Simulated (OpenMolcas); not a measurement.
# UPBE/ANO-R1 (sfX2C, scramble 0.25) run of SiH2O (SMILES O=[SiH2])

Wanted: an energy scan of SiH2O. 

Program for the calculation: OpenMolcas 26.06.

3 further runs of the same task are left out: 1 that didn't finish, 2 set aside as unsound or not needed.

### Step 1. The structure to begin with

SiH2O has 4 atoms, charge 0, and is taken as a singlet. As SMILES, `O=[SiH2]`. Geometry: relaxed at PBE0-D4/def2-TZVP.

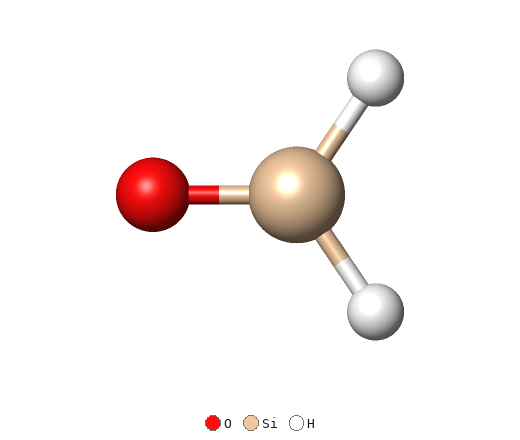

Viewed from a chosen angle; oxygen red, silicon light orange, hydrogen white.

### Step 2. An energy scan at UPBE/ANO-R1 (sfX2C, scramble 0.25)

point1.xyz

```xyz
4
R = 4.547
O     -0.836153     1.220832     4.338459
Si    -0.006700     0.009800     0.034900
H      0.439900    -1.346000    -0.376200
H     -0.150000     0.922700    -1.128300
```

job.inp

```
&GATEWAY
 COORD
 point1.xyz
 BASIS
 ANO-R1
 GROUP
 NoSym

&SEWARD

&SCF
 UHF
 KSDFT
 PBE
 SCRAMBLE
 0.25
 PRORBITALS
 0
>>> ForEach K in (1, 2, 3, 4, 5, 6, 7, 8, 9)

&GATEWAY
 COORD
 $CurrDir/point$K.xyz
 BASIS
 ANO-R1
 GROUP
 NoSym

&SEWARD

&SCF
 UHF
 KSDFT
 PBE
 PRORBITALS
 0
 FILEORB
 $Project.UhfOrb
>>> EndDo
```

On the command line:

```bash
$ export MOLCAS_MEM=1860
$ pymolcas job.inp > job.log
```

The log of the run:

```text
--- Start Module: gateway ---
[...]
--- Stop Module: gateway /rc=_RC_ALL_IS_WELL_ ---
[...]
      Basis functions           42
[...]
       Convergence after  93 Iterations
[...]
::    Total KS-DFT energy                            -365.9996680023
[...]
       Convergence after 306 Iterations
[...]
::    Total KS-DFT energy                            -366.0883929521
[...]
       Convergence after  10 Iterations
[...]
::    Total KS-DFT energy                            -366.3527610977
[...]
       Convergence after   9 Iterations
[...]
::    Total KS-DFT energy                            -366.3642509514
[...]
--- Start Module: seward ---
[...]
--- Stop Module: seward /rc=_RC_ALL_IS_WELL_ ---
[...]
--- Start Module: scf ---
[...]
       Convergence after   9 Iterations
[...]
::    Total KS-DFT energy                            -366.3228202132
[...]
      Total spin, S                                    -0.0000000000
[...]
      Total electronic charge=   24.000000
      Total            charge=   -0.000000
[...]
      Dipole Moment (debye):
      Origin of the operator (angstrom)=   -0.0866    0.1264    0.4494
                   X=  5.3743E-01               Y= -7.8469E-01               Z= -2.7879E+00           Total=  2.9457E+00
      Quadrupole Moment (debye*angstrom):
[...]
--- Stop Module: scf /rc=_RC_ALL_IS_WELL_ ---
[...]
```

It took 2.4 min on 1 thread of AMD EPYC 7R43 (Zen 3), shared host; peak memory 0.38 GiB.

The scan, from its lowest point:

```tsv
Si2–O1 (Å)	energy (kJ/mol)
4.547	724.3
3.638	706.0
3.032	666.8
2.577	575.1
2.198	378.1
1.895	169.8
1.667	30.2
1.516	0.0
1.364	108.8
```

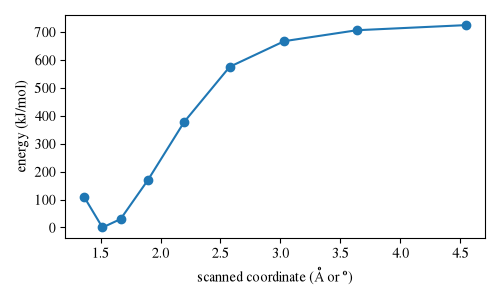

Energy along the scan.

### Step 3. Summary of results

Level: UPBE/ANO-R1 (sfX2C, scramble 0.25).

```
                 quantity          value
lowest energy of the scan  -366.36425 Eh
```
